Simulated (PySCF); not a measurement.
# difluoropropargyl (C₃HF₂) radical: EPR parameters at several levels of theory

Aim: compute the EPR parameters of difluoropropargyl (C₃HF₂) radical (`C#C[C](F)F`) at several levels, and see how far they spread and what each costs.

Programs: PySCF 2.14.0, with density-fitted response routines of our own. Each step states its level of theory. These are calculated values for one molecule in the gas phase, unless marked as measured. Atoms count from 0, in the outputs and in this text.

## 1. The molecule as given

6 atoms, charge 0, multiplicity 2; geometry from: GFN2-xTB.

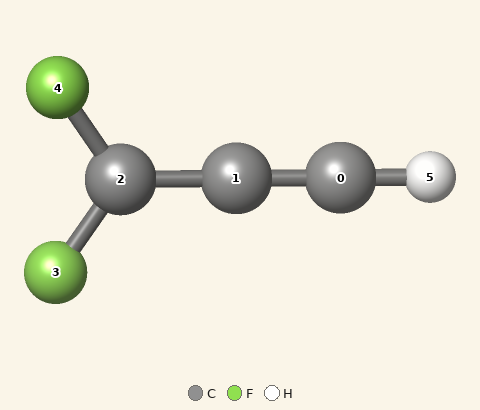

The starting geometry (carbon grey, fluorine green, hydrogen white), atoms numbered; sticks join atoms by distance.

## 2. Relaxing the molecule at PBE0-D3(BJ)/def2-SVP

What the job is given:

```
{"job": {"xc": "PBE0", "basis": "def2-SVP", "d3": "d3bj", "grid": 1, "kind": "geom"}, "charge": 0, "multiplicity": 2}
C      1.519510    -0.323380     0.306850
C      0.337420    -0.069470     0.161430
C     -0.977290     0.210420     0.002590
F     -1.958640    -0.408510     0.651020
F     -1.452300     1.136310    -0.824100
H      2.537540    -0.541380     0.432080
```

The program printed:

```text
step   0  E = -313.90408309  max force = 0.028302
step   1  E = -313.90556416  max force = 0.004764
step   2  E = -313.90560830  max force = 0.000887
step   3  E = -313.90561575  max force = 0.000754
step   4  E = -313.90562504  max force = 0.002476
step   5  E = -313.90563809  max force = 0.002686
step   6  E = -313.90565401  max force = 0.000995
step   7  E = -313.90565873  max force = 0.000476
step   8  E = -313.90566126  max force = 0.000575
step   9  E = -313.90566248  max force = 0.000415
optimisation converged
```

It took 16 s on 1 thread, shared host.

Along the way:

```csv
step,energy from step 0 (eV),largest force component (eV/Å)
0,0.0000,1.4553
1,-0.0403,0.2450
2,-0.0415,0.0456
3,-0.0417,0.0388
4,-0.0420,0.1273
5,-0.0423,0.1381
6,-0.0427,0.0512
7,-0.0429,0.0245
8,-0.0429,0.0296
9,-0.0430,0.0213
```

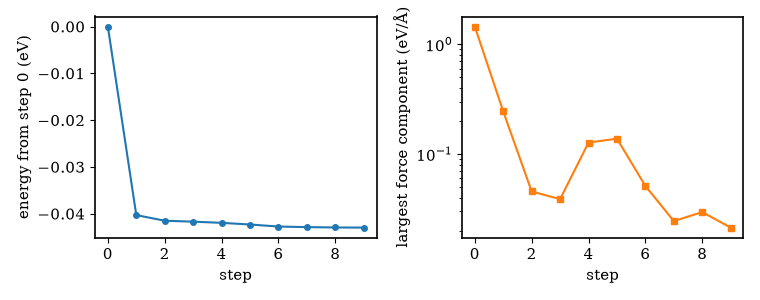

Energy and largest force along the relaxation.

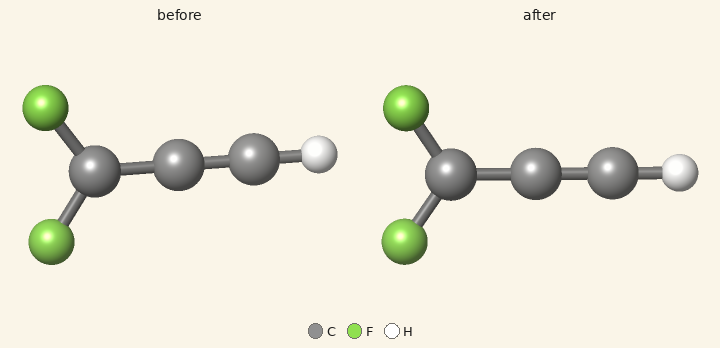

The geometry before (left) and after (right).

Close pairs (by a distance rule), those that changed most:

```csv
bond,before (Å),after (Å),change (Å)
C0–H5,1.049,1.075,+0.026
C2–F4,1.329,1.310,-0.019
C2–F3,1.329,1.311,-0.019
C0–C1,1.218,1.231,+0.013
C1–C2,1.354,1.362,+0.009
```

The next job starts from the end point, and lists it.

```csv
at the end point,value
point group (found at 0.08 Å tolerance),C2v
"rotational constants (GHz, main isotopes)","11.251, 3.901, 2.897"
dipole moment (D),1.43
⟨S²⟩,0.777
```

## 3. EPR parameters: B3LYP/IGLO-III+pcH-1

What the job is given:

```
{"job": {"kind": "epr"}, "charge": 0, "multiplicity": 2}
C      1.501984    -0.323536     0.430307
C      0.322562    -0.068825     0.187224
C     -0.982420     0.215675    -0.079619
F     -1.993985    -0.371398     0.511718
F     -1.372759     1.103803    -0.960256
H      2.530858    -0.551729     0.640496
```

With the program's defaults for keys left out, this is: UKS B3LYP, IGLO-III on C F, pcH-1 on H, non-relativistic, mean-field spin-orbit, GIAO.

The program printed:

```text
UKS, coarse grid
  cycle   1  E = -314.50544609  |g| = 5.29e-01
  cycle   2  E = -314.30733091  |g| = 8.97e-01
  cycle   3  E = -314.59404050  |g| = 1.61e-01
  cycle   4  E = -314.60551614  |g| = 7.06e-02
  cycle   5  E = -314.60817330  |g| = 1.06e-02
  cycle   6  E = -314.60828044  |g| = 4.38e-03
  cycle   7  E = -314.60830858  |g| = 2.32e-03
  cycle   8  E = -314.60831543  |g| = 1.47e-03
  cycle   9  E = -314.60831751  |g| = 4.80e-04
UKS, final grid
  cycle   1  E = -314.60834463  |g| = 4.17e-04
  cycle   2  E = -314.60834475  |g| = 6.37e-04
  cycle   3  E = -314.60834493  |g| = 1.90e-04
  cycle   4  E = -314.60834499  |g| = 1.88e-04
  cycle   5  E = -314.60834505  |g| = 4.18e-05
  cycle   6  E = -314.60834505  |g| = 9.89e-06
E = -314.60834505 Eh   <S^2> = 0.7695 (exact 0.7500)
g shifts (ppm)      1          2          3
  rmc          -217       -217       -217
  gc             -1         51         56
  oz_so        -130       1915       2382
  total        -348       1749       2220
hyperfine (MHz)  atom isotope    a_iso     a_fc   dipolar eigenvalues
    0   13C      45.72      45.72    -45.06    -33.29     78.36
    1   13C     -75.34     -75.34    -20.43     -1.92     22.35
    2   13C      64.96      64.96    -66.33    -66.11    132.44
    3   19F      97.33      97.33   -185.43   -154.30    339.73
    4   19F      97.37      97.37   -185.50   -154.41    339.92
    5    1H     -45.28     -45.28    -20.04     -1.30     21.34
```

Run time: 11 s. Hardware: 1 thread, shared host.

Principal g values 2.00197, 2.00407, 2.00454; g(iso) = 2.00353, against 2.00232 for a free electron.

Hyperfine couplings; where a row names several nuclei, a(iso) is their mean (it holds for fast rotation or exchange) and the dipolar term the largest among them:

```csv
nuclei,isotope,a(iso) (MHz),"a(iso) (G, at g = 2.0023)",largest dipolar term (MHz)
"F3, F4",19F,97.3,34.7,339.9
C1,13C,-75.3,-26.9,22.4
C2,13C,65.0,23.2,132.4
C0,13C,45.7,16.3,78.4
H5,1H,-45.3,-16.2,21.3
```

Mulliken spin populations:

```csv
atom,value (e)
C0,0.56
C1,-0.26
C2,0.67
F3,0.03
F4,0.03
H5,-0.03
```

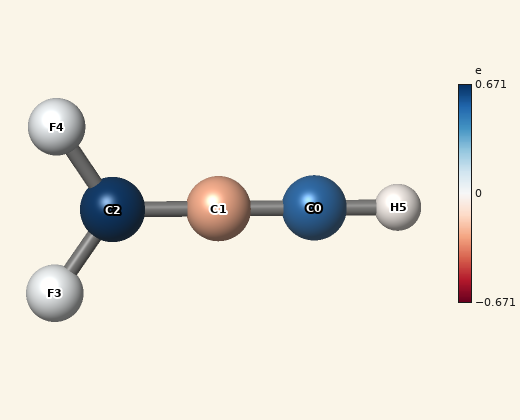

Mulliken spin populations, as colours on the atoms.

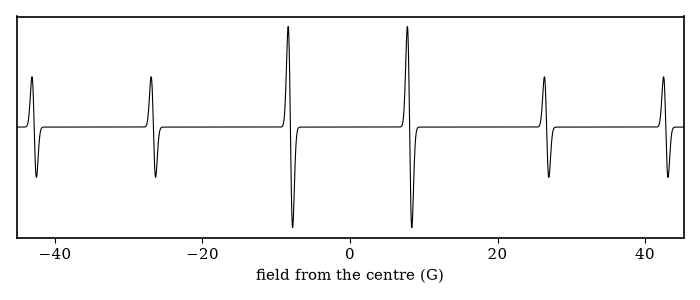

First-order isotropic spectrum (first derivative, main isotopes with spin only, couplings over 0.8 MHz, Gaussian width 0.3 G; couplings of the frozen geometry, rotation of groups not averaged beyond the rows shown).

## 4. g tensor and hyperfine couplings: PBE/IGLO-III+pcH-1

The job, as its differences from that of step 3:

```diff
@@ -1,2 +1,2 @@
-{"job": {"kind": "epr"}, "charge": 0, "multiplicity": 2}
+{"job": {"kind": "epr", "xc": "PBE"}, "charge": 0, "multiplicity": 2}
 C      1.501984    -0.323536     0.430307
```

Level: UKS PBE, IGLO-III on C F, pcH-1 on H, non-relativistic, mean-field spin-orbit, GIAO.

The program printed:

```text
UKS, coarse grid
  cycle   1  E = -314.17848957  |g| = 5.19e-01
  cycle   2  E = -313.77767018  |g| = 1.08e+00
  cycle   3  E = -314.23022651  |g| = 3.01e-01
  cycle   4  E = -314.27575744  |g| = 9.68e-02
  cycle   5  E = -314.28012659  |g| = 3.40e-02
  cycle   6  E = -314.28060561  |g| = 1.09e-02
  cycle   7  E = -314.28064895  |g| = 5.29e-03
  cycle   8  E = -314.28066648  |g| = 1.14e-03
  cycle   9  E = -314.28066778  |g| = 2.70e-04
UKS, final grid
  cycle   1  E = -314.28069590  |g| = 3.19e-04
  cycle   2  E = -314.28069551  |g| = 9.57e-04
  cycle   3  E = -314.28069598  |g| = 1.15e-04
  cycle   4  E = -314.28069599  |g| = 6.69e-05
  cycle   5  E = -314.28069599  |g| = 4.23e-05
  cycle   6  E = -314.28069600  |g| = 1.23e-05
E = -314.28069600 Eh   <S^2> = 0.7597 (exact 0.7500)
g shifts (ppm)      1          2          3
  rmc          -212       -212       -212
  gc            -18         43         48
  oz_so        -123       1813       2424
  total        -353       1644       2260
hyperfine (MHz)  atom isotope    a_iso     a_fc   dipolar eigenvalues
    0   13C      30.42      30.42    -42.20    -32.89     75.09
    1   13C     -59.33     -59.33    -12.71     -4.54     17.26
    2   13C      47.08      47.08    -60.39    -60.27    120.67
    3   19F      63.96      63.96   -181.16   -157.95    339.11
    4   19F      63.96      63.96   -181.21   -158.04    339.26
    5    1H     -40.05     -40.05    -19.24     -0.45     19.69
```

Wall time 7 s (1 thread, shared host).

Key values: g(iso) 2.00350.

## 5. g tensor and hyperfine couplings: PBE0/IGLO-III+pcH-1

The job, as its differences from that of step 4:

```diff
@@ -1,2 +1,2 @@
-{"job": {"kind": "epr", "xc": "PBE"}, "charge": 0, "multiplicity": 2}
+{"job": {"kind": "epr", "xc": "PBE0"}, "charge": 0, "multiplicity": 2}
 C      1.501984    -0.323536     0.430307
```

Level: UKS PBE0, IGLO-III on C F, pcH-1 on H, non-relativistic, mean-field spin-orbit, GIAO.

The program printed:

```text
UKS, coarse grid
  cycle   1  E = -314.18064488  |g| = 4.97e-01
  cycle   2  E = -314.04472636  |g| = 7.82e-01
  cycle   3  E = -314.26415862  |g| = 1.35e-01
  cycle   4  E = -314.27216450  |g| = 6.20e-02
  cycle   5  E = -314.27432384  |g| = 9.32e-03
  cycle   6  E = -314.27445695  |g| = 4.98e-03
  cycle   7  E = -314.27449243  |g| = 3.20e-03
  cycle   8  E = -314.27450389  |g| = 1.27e-03
  cycle   9  E = -314.27450902  |g| = 6.72e-04
UKS, final grid
  cycle   1  E = -314.27453213  |g| = 5.04e-04
  cycle   2  E = -314.27453261  |g| = 5.97e-04
  cycle   3  E = -314.27453285  |g| = 2.98e-04
  cycle   4  E = -314.27453311  |g| = 2.11e-04
  cycle   5  E = -314.27453323  |g| = 6.56e-05
  cycle   6  E = -314.27453323  |g| = 1.52e-05
E = -314.27453323 Eh   <S^2> = 0.7767 (exact 0.7500)
g shifts (ppm)      1          2          3
  rmc          -212       -212       -212
  gc             -5         48         54
  oz_so        -137       1921       2322
  total        -354       1757       2164
hyperfine (MHz)  atom isotope    a_iso     a_fc   dipolar eigenvalues
    0   13C      48.62      48.62    -46.86    -31.50     78.35
    1   13C     -84.54     -84.54    -22.99     -2.18     25.17
    2   13C      72.50      72.50    -65.94    -65.34    131.29
    3   19F     102.41     102.41   -187.37   -148.58    335.95
    4   19F     102.44     102.44   -187.44   -148.69    336.13
    5    1H     -50.84     -50.84    -20.44     -1.33     21.77
```

Wall time 10 s (1 thread, shared host).

Key values: g(iso) 2.00351.

## 6. EPR parameters: BHandHLYP/IGLO-III+pcH-1

The job, as its differences from that of step 5:

```diff
@@ -1,2 +1,2 @@
-{"job": {"kind": "epr", "xc": "PBE0"}, "charge": 0, "multiplicity": 2}
+{"job": {"kind": "epr", "xc": "BHandHLYP"}, "charge": 0, "multiplicity": 2}
 C      1.501984    -0.323536     0.430307
```

Level: UKS BHandHLYP, IGLO-III on C F, pcH-1 on H, non-relativistic, mean-field spin-orbit, GIAO.

The program printed:

```text
UKS, coarse grid
  cycle   1  E = -314.34879742  |g| = 5.16e-01
  cycle   2  E = -314.32168970  |g| = 6.17e-01
  cycle   3  E = -314.45140724  |g| = 8.29e-02
  cycle   4  E = -314.45431090  |g| = 5.26e-02
  cycle   5  E = -314.45609096  |g| = 1.18e-02
  cycle   6  E = -314.45634857  |g| = 6.89e-03
  cycle   7  E = -314.45644008  |g| = 3.31e-03
  cycle   8  E = -314.45646649  |g| = 1.80e-03
  cycle   9  E = -314.45648129  |g| = 1.14e-03
  cycle  10  E = -314.45648881  |g| = 4.83e-04
UKS, final grid
  cycle   1  E = -314.45650850  |g| = 3.74e-04
  cycle   2  E = -314.45650881  |g| = 3.61e-04
  cycle   3  E = -314.45650895  |g| = 2.33e-04
  cycle   4  E = -314.45650925  |g| = 1.29e-04
  cycle   5  E = -314.45650932  |g| = 4.67e-05
  cycle   6  E = -314.45650933  |g| = 2.49e-05
E = -314.45650933 Eh   <S^2> = 0.7983 (exact 0.7500)
g shifts (ppm)      1          2          3
  rmc          -217       -217       -217
  gc             -1         50         55
  oz_so        -139       1958       2247
  total        -357       1791       2086
hyperfine (MHz)  atom isotope    a_iso     a_fc   dipolar eigenvalues
    0   13C      76.49      76.49    -51.29    -31.00     82.28
    1   13C    -113.65    -113.65    -31.62     -0.36     31.99
    2   13C     102.92     102.92    -71.91    -71.28    143.19
    3   19F     143.02     143.02   -191.27   -143.39    334.66
    4   19F     143.12     143.12   -191.36   -143.52    334.87
    5    1H     -61.14     -61.14    -21.69     -2.56     24.25
```

It took 11 s on 1 thread, shared host.

This run: g(iso) 2.00349.

## 7. EPR parameters: HF/IGLO-III+pcH-1

The job, as its differences from that of step 6:

```diff
@@ -1,2 +1,2 @@
-{"job": {"kind": "epr", "xc": "BHandHLYP"}, "charge": 0, "multiplicity": 2}
+{"job": {"kind": "epr", "xc": "HF"}, "charge": 0, "multiplicity": 2}
 C      1.501984    -0.323536     0.430307
```

Method: UKS HF, IGLO-III on C F, pcH-1 on H, non-relativistic, mean-field spin-orbit, GIAO.

The program printed:

```text
UKS, final grid
  cycle   1  E = -312.91489454  |g| = 5.43e-01
  cycle   2  E = -313.01616200  |g| = 3.39e-01
  cycle   3  E = -313.05785996  |g| = 7.48e-02
  cycle   4  E = -313.06345233  |g| = 4.01e-02
  cycle   5  E = -313.06594240  |g| = 2.36e-02
  cycle   6  E = -313.06735232  |g| = 1.55e-02
  cycle   7  E = -313.06821994  |g| = 1.06e-02
  cycle   8  E = -313.06874601  |g| = 9.17e-03
  cycle   9  E = -313.06945208  |g| = 7.07e-03
  cycle  10  E = -313.07007140  |g| = 3.68e-03
  cycle  11  E = -313.07016563  |g| = 1.66e-03
  cycle  12  E = -313.07018400  |g| = 7.57e-04
  cycle  13  E = -313.07018626  |g| = 3.53e-04
  cycle  14  E = -313.07018676  |g| = 1.57e-04
  cycle  15  E = -313.07018681  |g| = 7.19e-05
  cycle  16  E = -313.07018681  |g| = 3.56e-05
  cycle  17  E = -313.07018682  |g| = 1.50e-05
  cycle  18  E = -313.07018682  |g| = 6.23e-06
E = -313.07018682 Eh   <S^2> = 1.0264 (exact 0.7500)
g shifts (ppm)      1          2          3
  rmc          -201       -201       -201
  gc            -15         38         48
  oz_so         -82       1858       1913
  total        -298       1696       1760
hyperfine (MHz)  atom isotope    a_iso     a_fc   dipolar eigenvalues
    0   13C     221.25     221.25    -84.74      4.75     79.99
    1   13C    -283.30    -283.30    -41.04    -31.01     72.04
    2   13C     229.93     229.93    -78.21    -78.08    156.29
    3   19F     159.45     159.45   -233.18   -102.93    336.11
    4   19F     159.78     159.78   -233.19   -103.08    336.27
    5    1H    -152.61    -152.61    -27.77    -14.14     41.91
```

Run time: 7.5 s. Hardware: 1 thread, shared host.

Key values: g(iso) 2.00337, not to be trusted: the run shows spin contamination.

## 8. EPR parameters: CAM-B3LYP/IGLO-III+pcH-1

The job, as its differences from that of step 7:

```diff
@@ -1,2 +1,2 @@
-{"job": {"kind": "epr", "xc": "HF"}, "charge": 0, "multiplicity": 2}
+{"job": {"kind": "epr", "xc": "CAM-B3LYP"}, "charge": 0, "multiplicity": 2}
 C      1.501984    -0.323536     0.430307
```

Level: UKS CAM-B3LYP, IGLO-III on C F, pcH-1 on H, non-relativistic, mean-field spin-orbit, GIAO.

The program printed:

```text
UKS, coarse grid
  cycle   1  E = -314.38902855  |g| = 5.36e-01
  cycle   2  E = -314.33086285  |g| = 7.12e-01
  cycle   3  E = -314.49511753  |g| = 7.75e-02
  cycle   4  E = -314.49726672  |g| = 5.01e-02
  cycle   5  E = -314.49870728  |g| = 1.17e-02
  cycle   6  E = -314.49887679  |g| = 7.01e-03
  cycle   7  E = -314.49894075  |g| = 2.58e-03
  cycle   8  E = -314.49895923  |g| = 1.09e-03
  cycle   9  E = -314.49896514  |g| = 6.59e-04
UKS, final grid
  cycle   1  E = -314.49898676  |g| = 4.87e-04
  cycle   2  E = -314.49898742  |g| = 3.79e-04
  cycle   3  E = -314.49898773  |g| = 3.02e-04
  cycle   4  E = -314.49898817  |g| = 1.65e-04
  cycle   5  E = -314.49898822  |g| = 4.88e-05
  cycle   6  E = -314.49898822  |g| = 2.18e-05
E = -314.49898822 Eh   <S^2> = 0.7802 (exact 0.7500)
g shifts (ppm)      1          2          3
  rmc          -218       -218       -218
  gc              0         51         56
  oz_so        -126       1979       2385
  total        -344       1811       2223
hyperfine (MHz)  atom isotope    a_iso     a_fc   dipolar eigenvalues
    0   13C      47.03      47.03    -47.32    -32.91     80.23
    1   13C     -81.08     -81.08    -26.76     -0.01     26.76
    2   13C      67.76      67.76    -69.42    -68.95    138.37
    3   19F      99.39      99.39   -189.28   -155.11    344.38
    4   19F      99.44      99.44   -189.36   -155.22    344.59
    5    1H     -47.81     -47.81    -20.46     -1.70     22.15
```

It took 14 s on 1 thread, shared host.

In short: g(iso) 2.00355.

## 9. Comparing the runs: EPR parameters

g, ⟨S²⟩ and isotropic hyperfine couplings (MHz), with basis size and wall time; * marks a run flagged for spin contamination, instability or a large g shift:

```csv
run,g(iso),⟨S²⟩,19F F3 (mean),13C C1,13C C2,13C C0,1H H5,functions,time
B3LYP/IGLO-III+pcH-1,2.00353,0.769,97.3,-75.3,65.0,45.7,-45.3,185,11 s
PBE/IGLO-III+pcH-1,2.00350,0.760,64.0,-59.3,47.1,30.4,-40.0,185,7 s
PBE0/IGLO-III+pcH-1,2.00351,0.777,102.4,-84.5,72.5,48.6,-50.8,185,10 s
BHandHLYP/IGLO-III+pcH-1,2.00349,0.798,143.1,-113.7,102.9,76.5,-61.1,185,11 s
HF/IGLO-III+pcH-1*,2.00337,1.026,159.6,-283.3,229.9,221.2,-152.6,185,7.5 s
CAM-B3LYP/IGLO-III+pcH-1,2.00355,0.780,99.4,-81.1,67.8,47.0,-47.8,185,14 s
```

## 10. What came out

```
                            quantity                                            value
                         point group                                              C2v
rotational constants (main isotopes)                            11.25, 3.90, 2.90 GHz
                      g(iso) (B3LYP)                                          2.00353
                                ⟨S²⟩                               0.769 (exact 0.75)
  largest a(iso) (averaged by class)                          19F on F3, F4, 97.3 MHz
       property runs in this session  6, of which 0 failed and 1 gave unsound results
```

In words: Single values in the summary come from the first run of each kind that ended normally (B3LYP/IGLO-III+pcH-1), which need not be the best level. Over 9 steps the energy fell by 0.043 eV; of the close pairs, C0–H5 changed most, 1.049 to 1.075 Å. The largest spin populations lie on C2 (0.67 e), C0 (0.56 e). The isotropic g lies 1.2 ppt above the free-electron value. The coupling of 19F on F3 runs from 64.0 (PBE/IGLO-III+pcH-1) to 143.1 MHz (BHandHLYP/IGLO-III+pcH-1), the starred runs left aside.
